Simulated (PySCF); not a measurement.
# [Eu(NO2)2]+: other functionals and bases at one geometry

Aim: see how levels, charges and forces of [Eu(NO2)2]+ depend on the level of theory. The species was built from a template and needn't be a known compound.

Program: PySCF 2.14.0. Level of theory: several levels, as the steps say, no spin–orbit coupling. These are calculated values, not measurements.

3 further runs of the same task are left out: 2 for a known fault of the program, 1 that didn't finish.

**1. The starting structure**

7 atoms, charge 1, spin multiplicity 1.

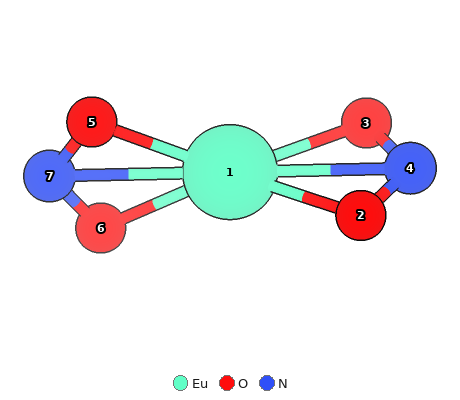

The structure; europium green, oxygen red, nitrogen blue; atoms are numbered from 1 in the order of the file.

Coordinates:

```xyz
7

Eu    0.0000    0.0000    0.0000
O     0.7583    0.7583    2.0432
O    -0.7583   -0.7583    2.0432
N     0.0000    0.0000    2.7580
O     0.7583   -0.7583   -2.0432
O    -0.7583    0.7583   -2.0432
N     0.0000    0.0000   -2.7580
```

Formal oxidation states: Eu +3. Each metal's 6 4f electrons lie in its core potential, so multiplicities, spins and levels count the valence alone. An earlier session relaxed this geometry at PBE, Eu lcecp-1-SVP with ECP52, O def2-SVP, N def2-SVP (singlet, point group D2d).

At PBE on the finer grid: E = -444.717179 Eh, HOMO -11.67 eV, LUMO -9.27 eV, Mulliken charge on Eu1 +1.45 e, largest force component 0.014 eV/Å. 

Levels to run: PBE0; B3LYP; HF; BP86; PBE, TZVP. Hardware: 2 threads of Arm Neoverse V2, shared host.

**2. PBE0**

run.py (the lines that set the calculation)

```python
mol = gto.M(atom='''
Eu     0.00000     0.00000     0.00000
O      0.75830     0.75830     2.04323
O     -0.75830    -0.75830     2.04323
N      0.00000     0.00000     2.75802
O      0.75830    -0.75830    -2.04323
O     -0.75830     0.75830    -2.04323
N      0.00000     0.00000    -2.75802''',
    basis={'Eu': 'lcecp-1-SVP', 'O': 'def2-SVP', 'N': 'def2-SVP'},
    ecp={'Eu': 'lcecp-1-SVP'},
    charge=1, spin=0)
mf = dft.RKS(mol, xc='PBE0')
mf.grids.atom_grid = (75, 302)  # f atoms: unpruned, at least (60, 302)
mf = mf.density_fit()  # fitting sets: Eu AutoAux, O def2-universal-JKFIT, N def2-universal-JKFIT
mf.conv_tol = 1e-08; mf.max_cycle = 55
mf.kernel(dm0)  # dm0: the density of the relaxed state
```

Launch:

```console
$ OMP_NUM_THREADS=2 python run.py
```

Standard output:

```text
init E= -444.634570626616
  HOMO = -0.488542669461939  LUMO = -0.298636890820023  gap/eV = 5.16760
cycle= 1 E= -444.64077475674  delta_E= -0.0062  |g|= 0.097  |ddm|= 0.334
  HOMO = -0.490351258475254  LUMO = -0.305766010067153  gap/eV = 5.02282
cycle= 2 E= -444.636628086488  delta_E= 0.00415  |g|= 0.18  |ddm|=  0.2
  HOMO = -0.490744564646235  LUMO = -0.302273859260029  gap/eV = 5.12855
cycle= 3 E= -444.642605953954  delta_E= -0.00598  |g|= 0.0115  |ddm|= 0.115
  HOMO = -0.490750152497871  LUMO = -0.302046703268632  gap/eV = 5.13488
cycle= 4 E= -444.642635161381  delta_E= -2.92e-05  |g|= 0.00421  |ddm|= 0.0192
  HOMO = -0.490232931216582  LUMO = -0.301552592841635  gap/eV = 5.13425
cycle= 5 E= -444.642639523154  delta_E= -4.36e-06  |g|= 0.001  |ddm|= 0.0048
  HOMO = -0.490317669362291  LUMO = -0.301641116058291  gap/eV = 5.13415
cycle= 6 E= -444.6426397881  delta_E= -2.65e-07  |g|= 9.82e-05  |ddm|= 0.00142
  HOMO = -0.490317952884531  LUMO = -0.301640214597672  gap/eV = 5.13418
cycle= 7 E= -444.642639791169  delta_E= -3.07e-09  |g|= 1.32e-05  |ddm|= 0.000167
  HOMO = -0.490317698487853  LUMO = -0.301640018081114  gap/eV = 5.13418
Extra cycle  E= -444.642639791206  delta_E= -3.72e-11  |g|= 2.28e-05  |ddm|= 4.86e-05
converged SCF energy = -444.642639791206
```

Run time: 5.4 s. Hardware: 2 threads of Arm Neoverse V2, shared host.

Result: E = -444.642640 Eh, HOMO -13.34 eV, LUMO -8.21 eV, Mulliken charge on Eu1 +1.64 e, largest force component 1.342 eV/Å. 

**3. B3LYP**

run.py (the lines that set the calculation): that of step 2 with these lines changed.

```diff
@@ -11,3 +11,3 @@
     charge=1, spin=0)
-mf = dft.RKS(mol, xc='PBE0')
+mf = dft.RKS(mol, xc='B3LYP')
 mf.grids.atom_grid = (75, 302)  # f atoms: unpruned, at least (60, 302)
```

Launch:

```console
$ OMP_NUM_THREADS=2 python run.py
```

Standard output:

```text
init E= -445.08363497485
  HOMO = -0.481069641499335  LUMO = -0.30991642839997  gap/eV = 4.65732
cycle= 1 E= -445.085581151034  delta_E= -0.00195  |g|= 0.128  |ddm|= 0.302
  HOMO = -0.475145749222083  LUMO = -0.314213656040059  gap/eV = 4.37919
cycle= 2 E= -445.076564531789  delta_E= 0.00902  |g|= 0.256  |ddm|= 0.28
  HOMO = -0.478821278375616  LUMO = -0.311124406868353  gap/eV = 4.56326
cycle= 3 E= -445.088668343305  delta_E= -0.0121  |g|= 0.0189  |ddm|= 0.17
  HOMO = -0.480011473882989  LUMO = -0.311096957463737  gap/eV = 4.59640
cycle= 4 E= -445.088760072265  delta_E= -9.17e-05  |g|= 0.00347  |ddm|= 0.0248
  HOMO = -0.479562863613378  LUMO = -0.310577755197004  gap/eV = 4.59832
cycle= 5 E= -445.08876280117  delta_E= -2.73e-06  |g|= 0.000728  |ddm|= 0.00315
  HOMO = -0.479612874000225  LUMO = -0.310635848133049  gap/eV = 4.59810
cycle= 6 E= -445.088762932985  delta_E= -1.32e-07  |g|= 5.26e-05  |ddm|= 0.00103
  HOMO = -0.479610938800327  LUMO = -0.310634439098641  gap/eV = 4.59808
cycle= 7 E= -445.088762933936  delta_E= -9.51e-10  |g|= 1.53e-05  |ddm|= 9.72e-05
  HOMO = -0.479611250343471  LUMO = -0.310634880745522  gap/eV = 4.59808
Extra cycle  E= -445.088762933668  delta_E= 2.68e-10  |g|= 4.12e-05  |ddm|= 4.61e-05
converged SCF energy = -445.088762933668
```

Wall time 5.4 s (2 threads of Arm Neoverse V2, shared host).

Result: E = -445.088763 Eh, HOMO -13.05 eV, LUMO -8.45 eV, Mulliken charge on Eu1 +1.58 e, largest force component 0.636 eV/Å. 

**4. HF**

run.py (the lines that set the calculation): that of step 3 with these lines changed.

```diff
@@ -11,4 +11,3 @@
     charge=1, spin=0)
-mf = dft.RKS(mol, xc='B3LYP')
-mf.grids.atom_grid = (75, 302)  # f atoms: unpruned, at least (60, 302)
+mf = scf.RHF(mol)
 mf = mf.density_fit()  # fitting sets: Eu AutoAux, O def2-universal-JKFIT, N def2-universal-JKFIT
```

Launch:

```console
$ OMP_NUM_THREADS=2 python run.py
```

Standard output:

```text
init E= -442.453836559974
  HOMO = -0.621642864512097  LUMO = -0.171085513844087  gap/eV = 12.26029
cycle= 1 E= -442.550656736875  delta_E= -0.0968  |g|= 0.193  |ddm|= 0.813
  HOMO = -0.649633403044632  LUMO = -0.189780855015918  gap/eV = 12.51323
cycle= 2 E= -442.560541204194  delta_E= -0.00988  |g|= 0.101  |ddm|= 0.277
  HOMO = -0.647680018714858  LUMO = -0.191524004311631  gap/eV = 12.41264
cycle= 3 E= -442.563644192952  delta_E= -0.0031  |g|= 0.049  |ddm|= 0.0959
  HOMO = -0.648093390443055  LUMO = -0.190557568315931  gap/eV = 12.45018
cycle= 4 E= -442.564827449586  delta_E= -0.00118  |g|= 0.0127  |ddm|= 0.0888
  HOMO = -0.649275257758429  LUMO = -0.190771094819166  gap/eV = 12.47653
cycle= 5 E= -442.564983992093  delta_E= -0.000157  |g|= 0.00432  |ddm|= 0.0344
  HOMO = -0.648488993039624  LUMO = -0.190741029977563  gap/eV = 12.45596
cycle= 6 E= -442.564998757701  delta_E= -1.48e-05  |g|= 0.00113  |ddm|= 0.0104
  HOMO = -0.648532444855821  LUMO = -0.190607442409835  gap/eV = 12.46077
cycle= 7 E= -442.564999550031  delta_E= -7.92e-07  |g|= 0.000284  |ddm|= 0.0021
  HOMO = -0.64850129641577  LUMO = -0.190627519365201  gap/eV = 12.45938
cycle= 8 E= -442.564999603146  delta_E= -5.31e-08  |g|= 6.17e-05  |ddm|= 0.000558
  HOMO = -0.648495898012641  LUMO = -0.190621262968907  gap/eV = 12.45940
cycle= 9 E= -442.564999606397  delta_E= -3.25e-09  |g|= 1.1e-05  |ddm|= 0.000155
  HOMO = -0.648495699375946  LUMO = -0.190620754591045  gap/eV = 12.45941
Extra cycle  E= -442.564999606481  delta_E= -8.4e-11  |g|= 4.36e-06  |ddm|= 2.05e-05
converged SCF energy = -442.564999606481
```

Run time: 3.2 s. Hardware: 2 threads of Arm Neoverse V2, shared host.

Result: E = -442.565000 Eh, HOMO -17.65 eV, LUMO -5.19 eV, Mulliken charge on Eu1 +2.03 e, largest force component 3.262 eV/Å. 

**5. BP86**

run.py (the lines that set the calculation): that of step 4 with these lines changed.

```diff
@@ -11,3 +11,4 @@
     charge=1, spin=0)
-mf = scf.RHF(mol)
+mf = dft.RKS(mol, xc='B88,P86')
+mf.grids.atom_grid = (75, 302)  # f atoms: unpruned, at least (60, 302)
 mf = mf.density_fit()  # fitting sets: Eu AutoAux, O def2-universal-JKFIT, N def2-universal-JKFIT
```

Launch:

```console
$ OMP_NUM_THREADS=2 python run.py
```

Standard output:

```text
init E= -445.180979471991
  HOMO = -0.43385656726764  LUMO = -0.344251309976917  gap/eV = 2.43828
cycle= 1 E= -445.181106075511  delta_E= -0.000127  |g|= 0.0126  |ddm|= 0.0517
  HOMO = -0.432822583179966  LUMO = -0.3440192949081  gap/eV = 2.41646
cycle= 2 E= -445.180915210126  delta_E= 0.000191  |g|= 0.034  |ddm|= 0.0332
  HOMO = -0.433123078099221  LUMO = -0.343845823853434  gap/eV = 2.42936
cycle= 3 E= -445.18113535887  delta_E= -0.00022  |g|= 0.00213  |ddm|= 0.0228
  HOMO = -0.433249361352431  LUMO = -0.343959857301277  gap/eV = 2.42969
cycle= 4 E= -445.181137425579  delta_E= -2.07e-06  |g|= 0.000501  |ddm|= 0.00339
  HOMO = -0.433215806403474  LUMO = -0.343913172925343  gap/eV = 2.43005
cycle= 5 E= -445.181137486705  delta_E= -6.11e-08  |g|= 5.15e-05  |ddm|= 0.00045
  HOMO = -0.433217493379214  LUMO = -0.343915582445663  gap/eV = 2.43003
cycle= 6 E= -445.181137487323  delta_E= -6.18e-10  |g|= 2.98e-05  |ddm|= 8.91e-05
  HOMO = -0.433215405770031  LUMO = -0.34391342080929  gap/eV = 2.43003
Extra cycle  E= -445.181137484342  delta_E= 2.98e-09  |g|= 0.000124  |ddm|= 0.000111
converged SCF energy = -445.181137484342
```

Run time: 5.3 s. Hardware: 2 threads of Arm Neoverse V2, shared host.

It gives: E = -445.181137 Eh, HOMO -11.79 eV, LUMO -9.36 eV, Mulliken charge on Eu1 +1.47 e, largest force component 0.208 eV/Å. 

**6. PBE, TZVP**

Basis: Eu lcecp-1-TZVP with ECP52, O def2-TZVP, N def2-TZVP. 

run.py (the lines that set the calculation)

```python
mol = gto.M(atom='''
Eu     0.00000     0.00000     0.00000
O      0.75830     0.75830     2.04323
O     -0.75830    -0.75830     2.04323
N      0.00000     0.00000     2.75802
O      0.75830    -0.75830    -2.04323
O     -0.75830     0.75830    -2.04323
N      0.00000     0.00000    -2.75802''',
    basis={'Eu': 'lcecp-1-TZVP', 'O': 'def2-TZVP', 'N': 'def2-TZVP'},
    ecp={'Eu': 'lcecp-1-TZVP'},
    charge=1, spin=0)
mf = dft.RKS(mol, xc='PBE')
mf.grids.atom_grid = (75, 302)  # f atoms: unpruned, at least (60, 302)
mf = mf.density_fit()  # fitting sets: Eu AutoAux, O def2-universal-JKFIT, N def2-universal-JKFIT
mf.conv_tol = 1e-08; mf.max_cycle = 55
mf.kernel(dm0)  # dm0: free metal ions and neutral atoms
```

Launch:

```console
$ OMP_NUM_THREADS=2 python run.py
```

Standard output:

```text
init E= -445.860908043955
  HOMO = -0.47287474914832  LUMO = -0.337221774359774  gap/eV = 3.69131
cycle= 1 E= -444.672559473065  delta_E= 1.19  |g|= 1.73  |ddm|= 2.65
  HOMO = -0.337602371010132  LUMO = -0.318900867297694  gap/eV = 0.50889
cycle= 2 E= -439.386375074903  delta_E= 5.29  |g|= 5.22  |ddm|= 3.35
  HOMO = -0.431600501137464  LUMO = -0.344121154597297  gap/eV = 2.38043
cycle= 3 E= -445.12596878486  delta_E= -5.74  |g|= 0.531  |ddm|= 2.94
  HOMO = -0.404762651342445  LUMO = -0.340639214180677  gap/eV = 1.74489
cycle= 4 E= -445.106823173561  delta_E= 0.0191  |g|=  0.6  |ddm|= 1.08
  HOMO = -0.43267672689554  LUMO = -0.34060111469586  gap/eV = 2.50551
cycle= 5 E= -445.204164072855  delta_E= -0.0973  |g|= 0.0609  |ddm|= 0.558
  HOMO = -0.426554650788553  LUMO = -0.334519255803357  gap/eV = 2.50441
cycle= 6 E= -445.204874965034  delta_E= -0.000711  |g|= 0.0142  |ddm|= 0.0599
  HOMO = -0.427729782928289  LUMO = -0.335709711345567  gap/eV = 2.50399
cycle= 7 E= -445.204909761368  delta_E= -3.48e-05  |g|= 0.00274  |ddm|= 0.00903
  HOMO = -0.427672125986359  LUMO = -0.335546757657528  gap/eV = 2.50686
cycle= 8 E= -445.204911166365  delta_E= -1.4e-06  |g|= 0.000596  |ddm|= 0.00234
  HOMO = -0.427684591929022  LUMO = -0.335552766299172  gap/eV = 2.50703
cycle= 9 E= -445.20491122795  delta_E= -6.16e-08  |g|= 0.000108  |ddm|= 0.00028
  HOMO = -0.427680999117303  LUMO = -0.335549634833175  gap/eV = 2.50702
cycle= 10 E= -445.20491123018  delta_E= -2.23e-09  |g|= 5.73e-06  |ddm|= 6.85e-05
  HOMO = -0.427680653216495  LUMO = -0.335549008954591  gap/eV = 2.50703
Extra cycle  E= -445.204911230149  delta_E= 3.13e-11  |g|= 1.29e-05  |ddm|= 1.53e-05
converged SCF energy = -445.204911230149
```

Run time: 18 s. Hardware: 2 threads of Arm Neoverse V2, shared host.

It gives: E = -445.204911 Eh, HOMO -11.64 eV, LUMO -9.13 eV, Mulliken charge on Eu1 +1.64 e, largest force component 0.183 eV/Å. 

**7. Results**

| level | state | HOMO (eV) | gap (eV) | charge on Eu1 (e) | dipole (D) | largest force (eV/Å) | basis functions | time |
| --- | --- | --- | --- | --- | --- | --- | --- | --- |
| PBE (relaxed here) | singlet | -11.67 | 2.40 | 1.45 | 0.00 | 0.01 | 117 | 14 s |
| PBE0 | singlet | -13.34 | 5.13 | 1.64 | 0.00 | 1.34 | 117 | 5.4 s |
| B3LYP | singlet | -13.05 | 4.60 | 1.58 | 0.00 | 0.64 | 117 | 5.4 s |
| HF | singlet | -17.65 | 12.46 | 2.03 | 0.00 | 3.26 | 117 | 3.2 s |
| BP86 | singlet | -11.79 | 2.43 | 1.47 | 0.00 | 0.21 | 117 | 5.3 s |
| PBE, TZVP | singlet | -11.64 | 2.51 | 1.64 | 0.00 | 0.18 | 233 | 18 s |

Times are on 2 threads of Arm Neoverse V2, shared host; the first row also made further properties. The dipole of a charged species depends on the origin, so these sizes hold for this origin alone.

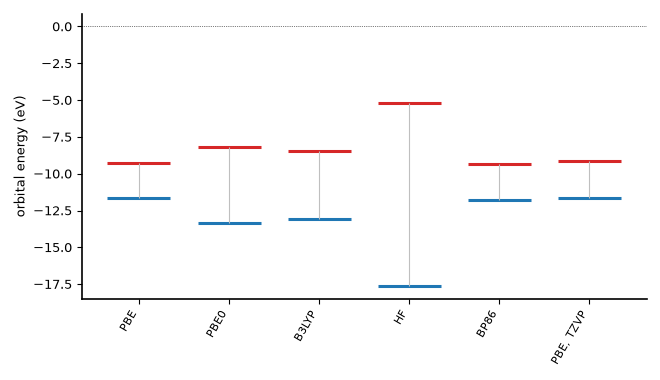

Highest filled and lowest empty level, method by method.

In one basis the HOMO–LUMO gap runs from 2.40 eV (PBE) to 12.46 eV (HF). The largest leftover force, 3.26 eV/Å with HF, stands at a geometry relaxed at another level. The Mulliken charge on Eu spans +1.45 to +2.03 e over the levels. With 4f in the core, its levels are missing from HOMO and gap. Total energies of different levels can't be compared. Spin–orbit coupling is left out throughout.
